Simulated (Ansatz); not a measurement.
Partial pair distribution functions of a relaxed model of amorphous Ge₂₀S₄₀Ag₁₂, broadened by 0.06 Å; density 3.88 g/cm³. These are PBE-D3(BJ), scalar-relativistic without spin-orbit coupling (plane waves to 420 eV, PAW; Ansatz, a first-principles code) values and carry that method's errors.

The cell was made by melting and quenching with the CHGNet potential and then relaxed with DFT. The hot cell started wider than the set density and was brought back towards it in steps. It is the lowest in DFT energy of 3 quenches. It is a model cell: composition and starting density were chosen by hand, and all elements were melted together. The geometry includes D3(BJ) dispersion. Its density started from a set value of 3.56 and ended at 3.88 g/cm³. The simulated quench (nominally 96 K/ps over its main leg) is rapid and tends to freeze in more defects than a deposited or slowly cooled glass has. Values belong to this one cell and scatter from quench to quench. Volume and shape were free in the relaxation. Cycles of charging lowered its energy after that relaxation.

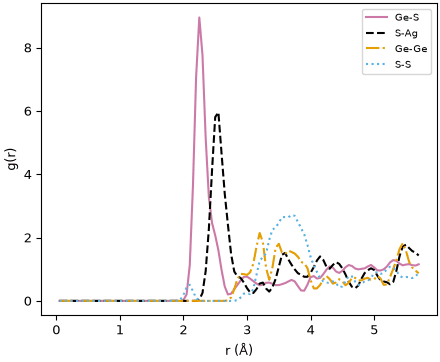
Figure. Partial pair distribution functions

Highest peaks under 4.5 Å: Ge-S near 2.25 Å, S-Ag near 2.55 Å, Ge-Ge near 3.20 Å, S-S near 3.70 Å; pairs of few atoms are noisy.

Within 2.70 Å each Ge has 3.50 S neighbours on average.
